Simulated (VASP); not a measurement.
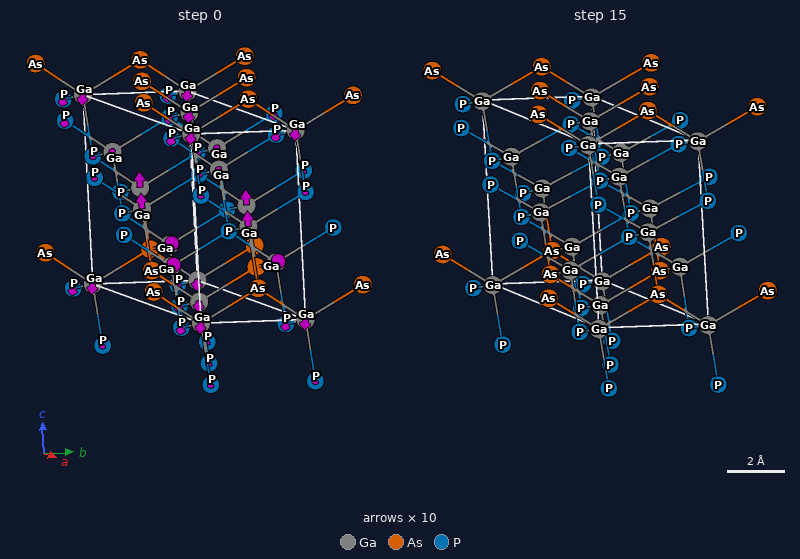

The structure of solid Ga4AsP3 (a generated structure, set up in Cm) before (left) and after (right) a relaxation, at one scale. The purple arrows give the displacements (the part carried along by the change of the cell is left out), 10 times their true length.

Style: ball-and-stick. Shown: the conventional cell (2 times the calculation's cell), slightly off an axis. Lengths and directions refer to the drawn axes.

The run lets cell and atoms move.

All numbers below come from VASP, Kohn-Sham DFT of a periodic cell, PBEsol, VASP PAW PBE potentials, recommended.

The input:
```
SYSTEM = Ga4AsP3
ALGO     = Fast           ! electronic algorithm
EDIFF    = 1E-7           ! SCF threshold, eV
EDIFFG   = -0.01          ! ionic threshold
ENCUT    = 600            ! plane-wave cutoff, eV
GGA      = PS             ! functional
IBRION   = 2              ! ionic algorithm
ISIF     = 3              ! what is computed and relaxed
ISMEAR   = 0              ! smearing method
KPAR     = 2            
LASPH    = .TRUE.         ! aspherical terms in the spheres
LCHARG   = .FALSE.        ! write CHGCAR
LREAL    = .FALSE.        ! projectors in reciprocal space
LWAVE    = .FALSE.        ! write WAVECAR
NELM     = 100            ! most SCF steps
NSW      = 60             ! ionic steps
PREC     = Accurate       ! precision mode
SIGMA    = 0.02           ! smearing width, eV
```

Command:
```bash
cat potpaw_PBE.64/Ga_d/POTCAR potpaw_PBE.64/As/POTCAR potpaw_PBE.64/P/POTCAR > POTCAR
mpirun -np 2 vasp_std > vasp.out
```

Describe what moved and what it gained.

A Ga atom moves most relative to the cell: 0.075 Å along [2 0 1]. By element the largest moves are Ga 0.075 Å, P 0.035 Å, As 0.013 Å. The drawn cell changes as follows: a 12.960 → 12.719 Å (−1.9 %), b 3.908 → 4.090 Å (+4.7 %), c 6.768 → 6.586 Å (−2.7 %), β 100.0° → 101.9°; the volume changes by −0.7 %. Near-neighbour distances that change, for instance: As–Ga 2.393 → 2.455 Å, Ga–P 2.393 → 2.334 Å, Ga–P 2.393 → 2.355 Å, As–Ga 2.393 → 2.416 Å. Bond angles that change, for instance: P–Ga–P 109.5° → 116.7°, Ga–P–Ga 109.5° → 116.7°, P–Ga–P 109.5° → 115.7°. The space group stays Cm (No. 8). After 15 geometry steps the energy has fallen by 0.228 eV per cell of the calculation. The largest force component goes from 0.91 to 0.0084 eV/Å. The pressure goes from −0.21 to 0.01 GPa.
